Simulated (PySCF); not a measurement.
# C$_{3}$H$_{5}$BF$_{2}$Si (SMILES FB(F)C#CC[SiH3]): what the fields show

```xyz
12

F     3.4265    0.8457    1.7926
B     2.8763    0.8430    0.5892
F     3.5706    1.5024   -0.3242
C     1.5768    0.1546    0.2876
C     0.5393   -0.4161    0.0402
C    -0.7083   -1.0517   -0.2415
Si   -2.1711    0.1563    0.0694
H    -0.8175   -1.9315    0.3950
H    -0.7194   -1.3825   -1.2816
H    -3.3903   -0.5861   -0.2599
H    -2.0178    1.3168   -0.8052
H    -2.1638    0.5482    1.4771
```

Geometry: GFN2-xTB.

Theory: PBE0/def2-SVPD, SCF density, gas phase in PySCF 2.14.0.

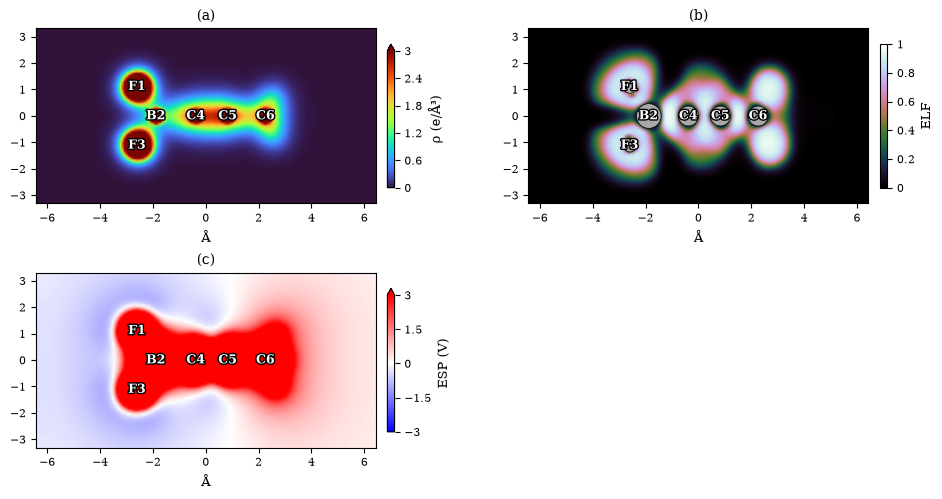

Figure 1. (a) electron density; (b) electron localisation function; (c) molecular electrostatic potential on the plane of atoms F3, B2 and C4. Grey discs cover the atomic cores in the ELF map.

Q: What do the fields say about this system?

A: The plane passes through F, B and C nuclei.
C–C (1.21 Å): ρ is about 2.7 e/Å³ halfway; the ELF peaks at about 0.85 between the atoms; a short, multiple covalent bond.
B–F (1.32 Å): the density is about 2.2 e/Å³ at the midpoint; the ELF peaks at about 0.85 between the atoms (a polar covalent bond).
C–B (1.50 Å): the density is about 1.5 e/Å³ at the midpoint; the ELF peaks at about 0.95 between the atoms (a covalent bond).
The ELF also peaks beside F3 and F1, away from the bonds: lone-pair regions.
Outside the dense part of the molecule the potential is most negative (−0.9 V) near F1 and F3.

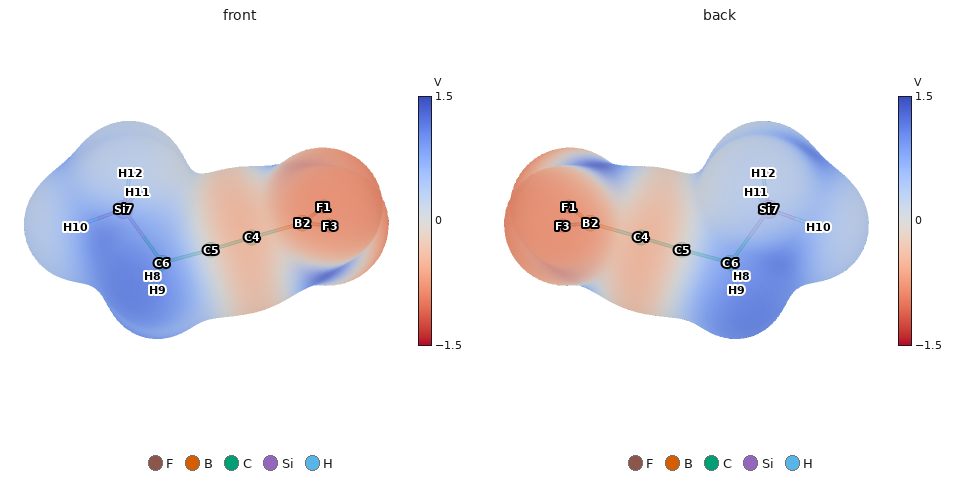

Figure 2. The molecular electrostatic potential painted on the density surface at 0.001 e/bohr³, seen from the front and from behind; the colour scale runs from red (negative) to blue (positive).

Q: Describe the electrostatic potential map.

A: The most negative region (about −0.8 V) lies over F1 and F3, the most positive (about +1.1 V) over B2, Si7, H8 and H9.

Q: How polar is the molecule by this calculation?

A: Its dipole moment is 3.74 D.
